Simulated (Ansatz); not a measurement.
**BF (SMILES [B]F) at wB97M-V/STO-3G**

Aim: the electronic atomisation energy of BF at wB97M-V/STO-3G, from 3 runs. 

The calculation is run with Ansatz 0.2.0.

39 further runs of the same task are left out: 1 that didn't finish, 38 set aside as unsound or not needed.

### Step 1. The molecule

The species is BF (2 atoms), meant as a singlet with charge 0. As SMILES, `[B]F`. Geometry: relaxed at GFN2-xTB.

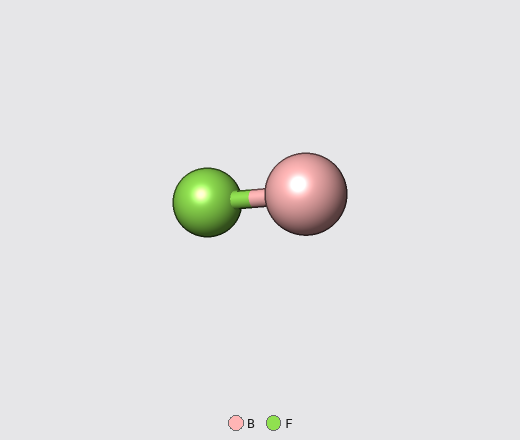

Viewed from a chosen angle; boron pink, fluorine green.

### Step 2. The energy at wB97M-V/STO-3G

in.yaml

```yaml
crystal:
  periodic: [false, false, false]
  atoms:
    - symbol: B
      position_ang: [0.000000, 0.000000, 0.000000]
    - symbol: F
      position_ang: [0.000000, 0.000000, 1.244390]
basis:
  gaussian: {orbitals: STO-3G}
hamiltonian: {xc: {name: wB97M-V}}
accuracy: high
```

Command:

```bash
$ ansatz run in.yaml --threads 1 --pin off --max-ram 2610MiB --events-out events.jsonl --progress --plain --runs-dir runs
```

Output:

```text
Warning: RAYON_NUM_THREADS=1 ignored (pool sized by the plan → 1); use --threads N
Functional definition: wB97M-V
  name "wB97M-V"
  parameter omega = 0.3/bohr
  parameter cx = 0.15
  parameter cx01 = 1.007
  parameter cx10 = 0.259
  parameter css00 = 0.443
  parameter css04 = -1.437
  parameter css10 = -4.535
  parameter css20 = -3.390
  parameter css43 = 4.278
  parameter cos00 = 1.000
  parameter cos10 = 1.358
  parameter cos20 = 2.924
  parameter cos21 = -8.812
  parameter cos60 = -1.390
  parameter cos61 = 9.142
  parameter b = 6.0
  parameter c = 0.01
  gx(w, u) = 1 - cx + cx01*u + cx10*w
  gss(w, u) = css00 + css04*u^4 + css10*w + css20*w^2 + css43*w^4*u^3
  gos(w, u) = cos00 + cos10*w + (cos20 + cos21*u)*w^2 + (cos60 + cos61*u)*w^6
  exchange = spin_sum(e_x_unif_sr(omega)*gx(b97_w, b97_u_x)) + cx*exact_x_sr(omega) + exact_x_lr(omega)
  correlation = spin_sum(e_c_pw_mod_same_spin*gss(b97_w, b97_u_same))
      + integral(e_c_pw_mod_opposite_spin*gos(b97_w_opposite, b97_u_opposite)) + vv10(b, c)
149 factors; integrals over basis functions are off by at most 2.3e-8 eV
89 factors; integrals over basis functions are off by at most 5.4e-10 eV
mean field evaluation 1: about -3343.4928 eV, gradient 8.2e0 eV
mean field evaluation 2: about -3343.6305 eV, gradient 6.7e0 eV
mean field evaluation 4: about -3343.7445 eV, gradient 7.8e-2 eV
mean field evaluation 8: about -3343.7343 eV, gradient 6.4e-4 eV
mean field -3343.73431964 eV, -122.8799697824 hartree, gradient 1.5e-8 eV, S^2 0.000000; 0 other end points of the search recorded, 0 dependent functions left out
reference -3343.73432115 eV, -122.8799698378 hartree; 7, 7 occupied and 3, 3 virtual orbitals, 149 factors
Total energy: -3343.73432115 eV, -122.8799698378 hartree
```

Run time: 5.7 s. Hardware: 1 thread of Arm Neoverse N1, shared host; peak memory 0.15 GiB.

### Step 3. The B atom at the same level

input.yaml

```yaml
crystal:
  periodic: [false, false, false]
  atoms:
    - {symbol: B, position_ang: [0.000000, 0.000000, 0.000000]}
basis:
  gaussian:
    orbitals: STO-3G
magnetization:
  spin_polarized: true
  initial_magnetization: 1
hamiltonian:
  xc: {name: wB97M-V}
accuracy: high
```

Command:

```bash
$ ansatz run input.yaml --threads 1 --pin off --max-ram 2610MiB --events-out events.jsonl --progress --plain --runs-dir runs
```

Output, shortened:

```text
Warning: RAYON_NUM_THREADS=1 ignored (pool sized by the plan → 1); use --threads N
Functional definition: wB97M-V
  name "wB97M-V"
[...]
  gx(w, u) = 1 - cx + cx01*u + cx10*w
  gss(w, u) = css00 + css04*u^4 + css10*w + css20*w^2 + css43*w^4*u^3
  gos(w, u) = cos00 + cos10*w + (cos20 + cos21*u)*w^2 + (cos60 + cos61*u)*w^6
[...]
      + integral(e_c_pw_mod_opposite_spin*gos(b97_w_opposite, b97_u_opposite)) + vv10(b, c)
15 factors; integrals over basis functions are off by at most 8.9e-10 eV
15 factors; integrals over basis functions are off by at most 3.7e-10 eV
[...]
mean field -660.53851330 eV, -24.2743426345 hartree, gradient 0.0e0 eV, S^2 0.750000; 0 other end points of the search recorded, 0 dependent functions left out
reference -660.53851481 eV, -24.2743426903 hartree; 3, 2 occupied and 2, 3 virtual orbitals, 15 factors
Total energy: -660.53851481 eV, -24.2743426903 hartree
```

Wall time 2.1 s (1 thread of Arm Neoverse N1, shared host); peak memory 0.15 GiB.

### Step 4. The F atom, same level

input.yaml, as its differences from that of step 3:

```diff
@@ -3,3 +3,4 @@
   atoms:
-    - {symbol: B, position_ang: [0.000000, 0.000000, 0.000000]}
+    - symbol: F
+      position_ang: [0.000000, 0.000000, 0.000000]
 basis:
```

Run the same way, it converges to -98.28239 Eh (log not shown).

### Step 5. Outcome

Level: wB97M-V/STO-3G.

| quantity | value |
| --- | --- |
| molecule: total energy | -122.87997 Eh |
| B atom: total energy | -24.27434 Eh |
| B atom: ⟨S²⟩ | 0.750 |
| F atom: total energy | -98.28239 Eh |
| F atom: ⟨S²⟩ | 0.750 |
| electronic atomisation energy | 8.796 eV |

**Reading.** Taking the molecule apart into free atoms costs 8.80 eV (849 kJ/mol), before zero-point energy and without spin-orbit coupling. In a minimal basis such a difference can be off by several eV, whatever the method.
